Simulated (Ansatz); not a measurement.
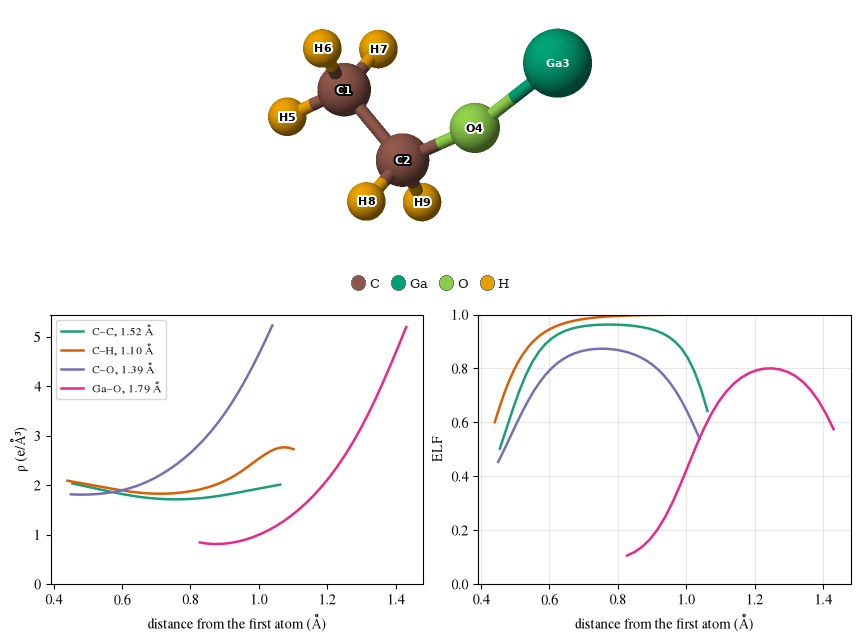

The picture shows: C$_{2}$H$_{5}$GaO. Electron density and electron localisation function along straight lines between neighbouring atoms. The curves leave out the atomic cores. The structure is drawn too.

Geometry: PBE0-D3(BJ)/def2-SVP.

Theory: isolated molecule in a Gaussian basis; Kohn-Sham density functional theory, functional PBE0 in Ansatz 0.2.0.

The calculation's input:

```
basis:
  gaussian: {orbitals: def2-TZVPD}
crystal:
  periodic: [false, false, false]
  atoms:
    - {symbol: C, position_ang: [-0.286322, 0.120886, 0.425867]}
    - {symbol: C, position_ang: [1.043949, 0.834316, 0.271154]}
    - {symbol: Ga, position_ang: [0.593801, 3.686461, 1.539442]}
    - {symbol: O, position_ang: [1.016590, 2.120571, 0.786044]}
    - {symbol: H, position_ang: [-0.240623, -0.898001, 0.010177]}
    - {symbol: H, position_ang: [-0.564505, 0.046717, 1.488797]}
    - {symbol: H, position_ang: [-1.083703, 0.670839, -0.098006]}
    - {symbol: H, position_ang: [1.836984, 0.247453, 0.774931]}
    - {symbol: H, position_ang: [1.321424, 0.867213, -0.800776]}
hamiltonian: {xc: {name: PBE0}}
output: {forces: true, orbitals: {seedname: orbitals}}
```

Run with:

```sh
ansatz run input.yaml --threads 2 --pin off --max-ram 4350MiB --events-out events.jsonl --progress --plain --runs-dir runs
```

**What can be read from the curves?**

C–C (1.52 Å): the density is about 1.7 e/Å³ at the midpoint; the ELF peaks at about 0.95 between the atoms (a shared electron pair).
C–H (1.10 Å): ρ at the midpoint is about 2 e/Å³; the ELF climbs to about 1 towards the hydrogen, as it does in any bond to H: an ordinary covalent bond to hydrogen.
C–O (1.39 Å): the density is about 2.1 e/Å³ at the midpoint, with its minimum of 1.8 e/Å³ about 0.5 Å from C; the ELF peaks at about 0.85 between the atoms; a polar covalent bond.
Ga–O (1.79 Å): ρ is about 0.82 e/Å³ halfway; the ELF peaks at about 0.80 in the valence shell of O, 0.5 Å from its nucleus, and is about 0.15 at the midpoint.
